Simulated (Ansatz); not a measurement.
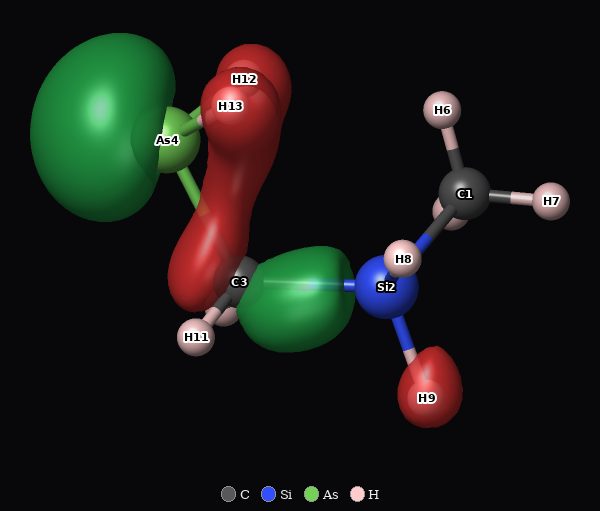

Figure 1: C₂H₉AsSi (SMILES C[SiH2]C[AsH2]). One frontier orbital at ±0.15 Å⁻³ᐟ² (green and red are the two phases), seen at a tilt.

Level of theory: RKS BLYP-D4/def2-SVP in Ansatz.

The calculation's input:

```
crystal:
  periodic: [false, false, false]
  atoms:
    - { symbol: C, position_ang: [-1.2565, 0.3523, 1.4307] }
    - { symbol: Si, position_ang: [-0.559, -0.878, 0.2751] }
    - { symbol: C, position_ang: [1.0731, -0.28, -0.3529] }
    - { symbol: As, position_ang: [0.9456, 1.345, -1.4442] }
    - { symbol: H, position_ang: [-0.6155, 0.5721, 2.2526] }
    - { symbol: H, position_ang: [-1.4677, 1.3604, 0.8639] }
    - { symbol: H, position_ang: [-2.2496, 0.0244, 1.8052] }
    - { symbol: H, position_ang: [-1.4135, -1.0842, -0.8738] }
    - { symbol: H, position_ang: [-0.371, -2.1183, 1.0534] }
    - { symbol: H, position_ang: [1.7595, -0.0459, 0.5513] }
    - { symbol: H, position_ang: [1.5674, -1.0795, -0.9272] }
    - { symbol: H, position_ang: [1.68857, 2.21298, -0.46393] }
    - { symbol: H, position_ang: [-0.53671, 1.66258, -0.88991] }
basis:
  gaussian: { orbitals: def2-SVP }
hamiltonian:
  xc: blyp
  dispersion: d4
relax:
  f_tol: 0.015
  max_steps: 40
output:
  orbitals: {}
```

Launched as:

```sh
ansatz run input.yaml --threads 2 --pin off --max-ram 3072MiB --backend cpu --events-out ev --progress --plain --runs-dir out
```

The fields are those of the relaxed geometry.

**Which orbital is it: HOMO or LUMO?**

The HOMO, at −5.91 eV. It lies mainly on As4 (about 60 %), C3 (about 15 %) and Si2 (about 10 %).
